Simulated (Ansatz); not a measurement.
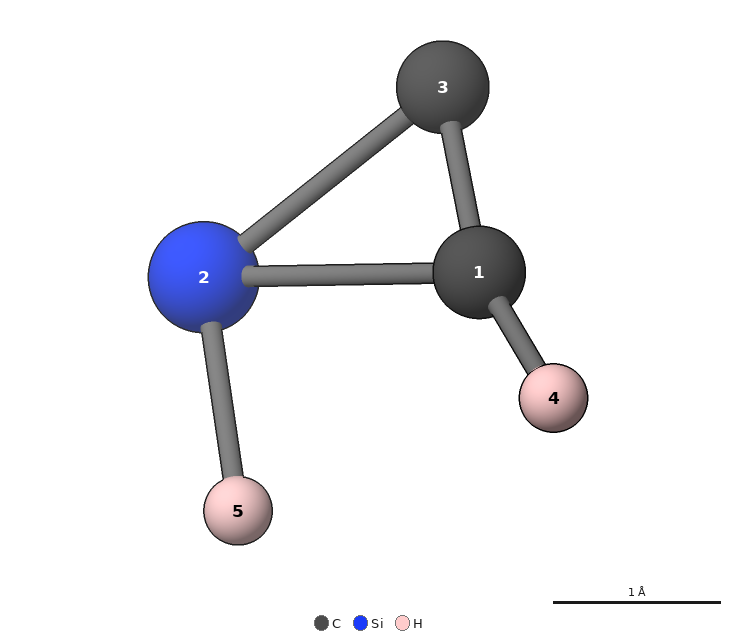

The atoms are numbered. The geometry was computed by an optimisation with PBE-D4/def2-SVP. No frequency run is at hand to confirm it as a minimum.

Q: Describe the coordination of atom 1.

A: C1 has 3 neighbours (Si2 at 2.07, C3 at 1.29, H4 at 1.09 Å); the arrangement is T-shaped.
